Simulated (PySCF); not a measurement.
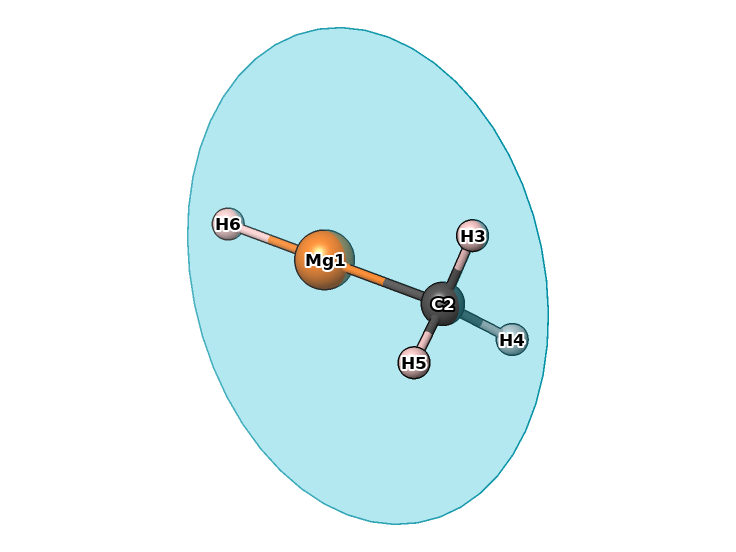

A disc through the centre of mass is drawn in. Atoms fade into the background with distance from the viewer. The computed structure is the end point of a PBE0-D3(BJ)/def2-SVP optimisation. No frequency run is at hand to confirm it as a minimum.

Question: Is the plane of the disc a mirror plane of the structure?

Answer: Yes. The reflection leaves Mg1, C2, H3, H6 in place and moves H4 ↔ H5. The point group is C3v.
